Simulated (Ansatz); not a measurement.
**C2H2Cl2Sn (SMILES C#[C][SnH]([Cl])[Cl]): SVWN5/def2-SVP (core potential)**

What is the vertical singlet–triplet gap of C2H2Cl2Sn at SVWN5/def2-SVP (core potential)? 

Program for the calculation: Ansatz 0.2.0.

49 further runs of the same task are left out: 7 that didn't finish, 42 set aside as unsound or not needed.

### 1 Starting point

C2H2Cl2Sn has 7 atoms, charge 0, and is taken as a singlet. SMILES: `C#[C][SnH]([Cl])[Cl]`. Geometry: relaxed at PBE0-D4/def2-TZVP.

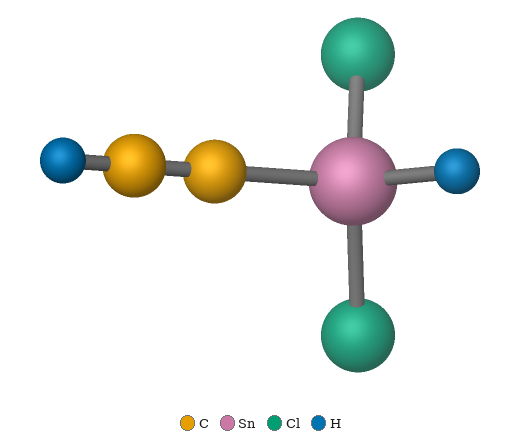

The structure, seen from a chosen angle (carbon amber, tin pink, chlorine teal, hydrogen blue).

### 2 A single-point energy at SVWN5/def2-SVP (core potential)

Input file in.yaml:

```yaml
crystal:
  periodic: [false, false, false]
  atoms:
    - {symbol: C, position_ang: [-1.668000, 1.349700, 0.386500]}
    - {symbol: C, position_ang: [-0.744900, 0.592400, 0.224500]}
    - {symbol: Sn, position_ang: [0.833800, -0.704500, -0.025300]}
    - {symbol: Cl, position_ang: [0.163900, -2.365900, -1.482000]}
    - {symbol: Cl, position_ang: [2.540200, 0.448400, -1.069500]}
    - {symbol: H, position_ang: [-2.485300, 2.020900, 0.525300]}
    - {symbol: H, position_ang: [1.421600, -1.409000, 1.394900]}
basis:
  gaussian:
    orbitals: def2-SVP
hamiltonian:
  xc: {name: SVWN5}
accuracy: high
output: {orbitals: {seedname: orbitals}}
```

Launch:

```
ansatz run in.yaml --threads 1 --pin off --max-ram 3480MiB --events-out events.jsonl --progress --plain --runs-dir runs
```

What it wrote:

```text
Warning: RAYON_NUM_THREADS=1 ignored (pool sized by the plan → 1); use --threads N
Functional definition: SVWN5
  name "SVWN5"
  exchange = slater_x
  correlation = vwn5_c
2157 factors; integrals over basis functions are off by at most 3.3e-8 eV
mean field evaluation 1: about -32857.8009 eV, gradient 4.8e1 eV
mean field evaluation 2: about -32821.8859 eV, gradient 1.2e2 eV
mean field evaluation 4: about -32862.5777 eV, gradient 2.7e1 eV
mean field evaluation 8: about -32864.4052 eV, gradient 3.5e-1 eV
mean field evaluation 16: about -32864.4021 eV, gradient 3.8e-5 eV
mean field -32864.40207452 eV, -1207.7444999470 hartree, gradient 4.7e-8 eV, S^2 0.000000; 0 other end points of the search recorded, 0 dependent functions left out
reference -32864.40207811 eV, -1207.7445000788 hartree; 35, 35 occupied and 65, 65 virtual orbitals, 2157 factors
Total energy: -32864.40207811 eV, -1207.7445000788 hartree
```

It took 6.3 s on 1 thread of Arm Neoverse V1, shared host; peak memory 0.26 GiB.

### 3 The triplet

Input file run.yaml:

```yaml
crystal:
  periodic: [false, false, false]
  atoms:
    - {symbol: C, position_ang: [-1.668000, 1.349700, 0.386500]}
    - {symbol: C, position_ang: [-0.744900, 0.592400, 0.224500]}
    - {symbol: Sn, position_ang: [0.833800, -0.704500, -0.025300]}
    - {symbol: Cl, position_ang: [0.163900, -2.365900, -1.482000]}
    - {symbol: Cl, position_ang: [2.540200, 0.448400, -1.069500]}
    - {symbol: H, position_ang: [-2.485300, 2.020900, 0.525300]}
    - {symbol: H, position_ang: [1.421600, -1.409000, 1.394900]}
basis:
  gaussian: {orbitals: def2-SVP}
accuracy: high
total_charge: 0
hamiltonian: {xc: {name: SVWN5}}
output: {orbitals: {seedname: orbitals}}
magnetization: {spin_polarized: true, initial_magnetization: 2}
```

Launch:

```
ansatz run run.yaml --threads 1 --pin off --max-ram 3480MiB --events-out events.jsonl --progress --plain --runs-dir runs
```

What it wrote (excerpt; [...] marks lines left out):

```text
Warning: RAYON_NUM_THREADS=1 ignored (pool sized by the plan → 1); use --threads N
[... 2 set-up lines as earlier in the session ...]
[...]
2157 factors; integrals over basis functions are off by at most 3.3e-8 eV
[...]
mean field -32859.19989258 eV, -1207.5533232867 hartree, gradient 7.6e-8 eV, S^2 2.002285; 10 other end points of the search recorded, 0 dependent functions left out
reference -32859.19989620 eV, -1207.5533234198 hartree; 36, 34 occupied and 64, 66 virtual orbitals, 2157 factors
Total energy: -32859.19989620 eV, -1207.5533234198 hartree
```

It took 45 s on 1 thread of Arm Neoverse V1, shared host; peak memory 0.33 GiB.

### 4 What came out

At SVWN5/def2-SVP (core potential):

| quantity | value |
| --- | --- |
| singlet: total energy | -1207.74450 Eh |
| singlet: HOMO energy | -7.54 eV |
| singlet: LUMO energy | -2.42 eV |
| singlet: HOMO–LUMO gap | 5.11 eV |
| triplet: total energy | -1207.55332 Eh |
| triplet: HOMO energy (highest over α and β) | -2.34 eV |
| triplet: ⟨S²⟩ | 2.002 |
| vertical energy of the triplet above the singlet | 5.202 eV |

In words: At this shape the triplet lies 5.20 eV (502 kJ/mol) above the singlet.
